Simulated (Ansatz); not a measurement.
Ge (diamond structure), cut as [112] wire, round, centred on atom, 1.10 nm across, axial strain +1.5 %

Method: PBE (plane waves to 420 eV, PAW; Ansatz, a program for electronic structure).

k-points: Γ-centred 1×1×4 mesh; occupations: Fermi-Dirac, 0.020 eV; spin polarisation not allowed. Scalar-relativistic, no spin-orbit coupling.

 The relaxation kept the symmetry of its start, so a lower minimum of less symmetry isn't excluded. The period along the axis is held at the strain named.

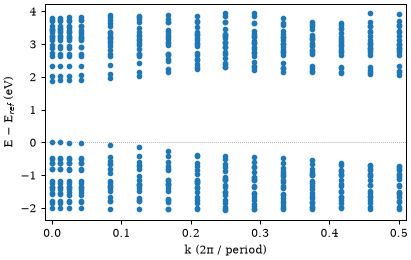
*Levels along the axis at 15 k-points, drawn as points, zero at the top of the valence band*

Electronic character: not metallic; Kohn-Sham band gap: 1.89 eV. Only levels within the plotted window are shown.
